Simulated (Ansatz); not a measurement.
# H5PSSn: the cost of one run

Method: the settings change from run to run; program: Ansatz 0.2.0, Gaussian basis.

**1. The molecule**

The structure was relaxed beforehand with PBE0-D4 in a triple-zeta def2 set. Sn takes a core potential in def2 sets; no spin-orbit term is included.

8 atoms, charge 0, spin multiplicity 1.

Atoms are counted from 1 here; the program's logs count them from 0.

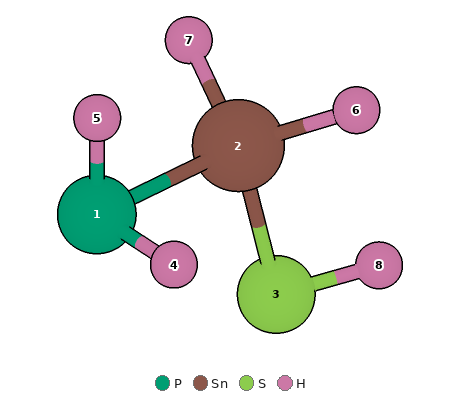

The structure; phosphorus teal, tin brown, sulfur green, hydrogen pink; atoms are numbered from 1 in the order of the file.

As a file:

```mol
H5PSSn
  3D, bonds by distance, orders not assigned

  8  7  0  0  0  0  0  0  0  0999 V2000
   -1.1427    0.6033   -1.5655 P   0  0
    0.5891    0.0644    0.1537 Sn  0  0
    0.4432   -2.3255    0.4322 S   0  0
   -2.1822    0.6225   -0.5971 H   0  0
   -0.9065    2.0012   -1.4472 H   0  0
    0.3283    0.7739    1.6865 H   0  0
    2.1369    0.4867   -0.4373 H   0  0
    0.8260   -2.2835    1.7188 H   0  0
  1  2  8  0
  2  3  8  0
  1  4  8  0
  1  5  8  0
  2  6  8  0
  2  7  8  0
  3  8  8  0
M  END
```

**2. B3LYP/def2-TZVPD**

Input file in.yaml:

```yaml
crystal:
  periodic: [false, false, false]
  atoms:
    - {symbol: P, position_ang: [-1.142685, 0.603289, -1.565484]}
    - {symbol: Sn, position_ang: [0.589122, 0.064387, 0.153682]}
    - {symbol: S, position_ang: [0.443192, -2.325531, 0.432181]}
    - {symbol: H, position_ang: [-2.182182, 0.622534, -0.597142]}
    - {symbol: H, position_ang: [-0.906481, 2.001197, -1.447163]}
    - {symbol: H, position_ang: [0.328319, 0.773880, 1.686547]}
    - {symbol: H, position_ang: [2.136937, 0.486688, -0.437313]}
    - {symbol: H, position_ang: [0.825979, -2.283545, 1.718791]}
basis:
  gaussian: {orbitals: def2-TZVPD}
hamiltonian: {xc: {name: B3LYP}}
output: {forces: true}
```

Command:

```sh
ansatz run in.yaml --threads 2 --pin off --events-out ev --progress --plain --max-ram 4352MiB
```

Q: Estimate wall time and peak memory on 2 threads of AMD EPYC 7B13, shared host.

About 5.5 s, with a peak of 0.54 GiB.
